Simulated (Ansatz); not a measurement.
TiTe2 (P-3m1): the Drude term of Re ε in the infrared

Re ε of TiTe2 (P-3m1) along x at low photon energies is read from one computed spectrum; the carriers' damping was typed as γ = 0.1 eV. x, y and z are the Cartesian axes of the input cell.

Cell: a, b, c = 3.777, 3.777, 6.498 Å (primitive vectors), 3 atoms.

Method: Ansatz 0.2.0, PBE, independent particles, k-mesh 12×12×5 with interpolation inside its cells, Gaussian parameter 0.1 eV.

Launch of the response step: `ansatz run input.yaml --threads 4 --pin off --max-ram 8192MiB --backend cpu --events-out ev --progress --plain --runs-dir out`. The run took 7.7 min, on 4 threads of Intel(R) Xeon(R) Platinum 8488C (Sapphire Rapids), on a shared host.

```
photon energy E (eV)  wavelength (µm)   Re ε
                0.25             4.96      ?
                0.30             4.13  -85.9
                0.35             3.54  -53.4
                0.40             3.10  -28.4
                0.50             2.48    3.7
                0.60             2.07   10.8
                0.70             1.77    4.1
```

A Drude term over a constant background gives Re ε = ε_b − ωp²/(E² + γ²), linear in 1/(E² + γ²).

Working, on the rows shown:

| x = 1/(E² + γ²) (eV⁻²) | y = Re ε |
| --- | --- |
| 10 | -85.9 |
| 7.54717 | -53.4 |
| 5.88235 | -28.4 |
| 3.84615 | 3.7 |
| 2.7027 | 10.8 |
| 2 | 4.1 |

Means: x̄ = 5.3297, ȳ = -24.85. Σ(x − x̄)(y − ȳ) = -582.8, Σ(x − x̄)² = 47.22. Slope = -582.8 / 47.22 = -12.34; intercept = ȳ − slope · x̄ = 40.926. The line misses the rows shown by at most 12.

Question: Fill in the last column of the withheld row.

Answer: At x = 13.793 the line gives y = -129.3. The run gave -129.9, so the extrapolation is off by 0.6, 0.4 % of the range in the table.

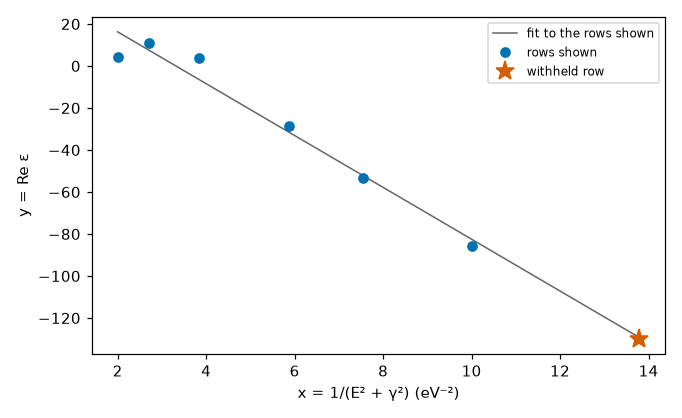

Refitted with all rows, the slope is -12.38 and the intercept 41.102. These give ωp = √(−slope) = 3.52 eV, against 3.45 eV from the program's Fermi-surface sum, and an intercept of 41.1. Taking the program's Drude term off the rows leaves 34 at the lowest energy and 28 at the highest, so the background isn't constant: interband transitions lie in or near the window, and neither fitted number can be trusted. The values come from a sum over the points of one k-mesh and carry its error, which is largest for Fermi-surface quantities. Spin-orbit coupling is left out.

[Logs are printed without paths, hosts, clocks, repeated set-up lines and the standing remarks that a program may print on its own settings, such as how far it seeks lower states.]
